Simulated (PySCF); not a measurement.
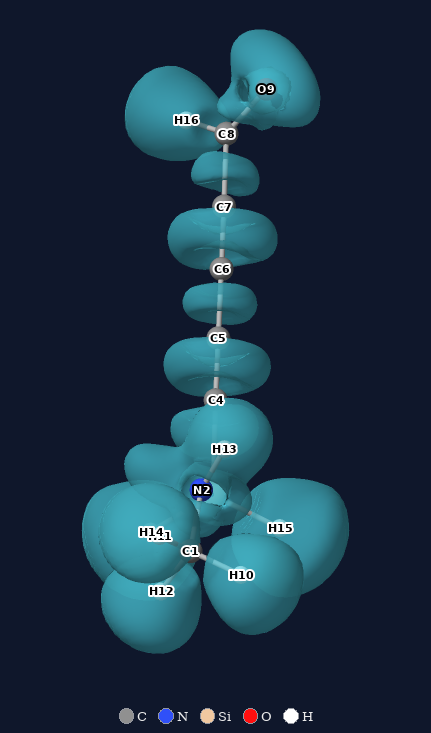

*C6H7NOSi (SMILES CN[SiH2]C#CC#CC=O). Isosurface of the ELF at 0.75 (cyan), seen at an oblique angle. Core shells and regions of very low density are left out.*

Geometry: GFN2-xTB.

Level of theory: PBE0/pcSseg-1, SCF density, gas phase, non-relativistic (PySCF).

```xyz
16

C    -3.5716    0.4902   -1.1422
N    -2.1985    0.3734   -0.7174
Si   -1.7108   -0.3826    0.7440
C     0.1368   -0.3414    0.6223
C     1.3499   -0.3112    0.5754
C     2.6987   -0.2595    0.5006
C     3.9114   -0.2161    0.4276
C     5.3251   -0.1697    0.3298
O     5.9907    0.8201    0.1597
H    -4.0636    1.3818   -0.7365
H    -3.6252    0.5348   -2.2319
H    -4.1234   -0.3846   -0.8049
H    -1.6276    1.1201   -1.0852
H    -2.2152   -1.7574    0.7179
H    -2.0720    0.2859    2.0067
H     5.7878   -1.1750    0.4251
```

Q: Identify the bonds, lone pairs and shells in this picture.

A: The surface consists of four regions between bonded C–C atoms (shared pairs), one region between bonded C–Si atoms (shared pairs), six regions around hydrogen nuclei, one region on O in which the atom's valence shell and bonds are merged and one joined region spread over several atoms (H, N), in which their bonds and any lone pairs are merged. Along the contacts the grid gives the following. C–O (1.20 Å): the ELF peaks at about 0.85 between the atoms: a short, multiple covalent bond. C–C (1.21 Å): the ELF peaks at about 0.85 between the atoms (a short, multiple covalent bond).
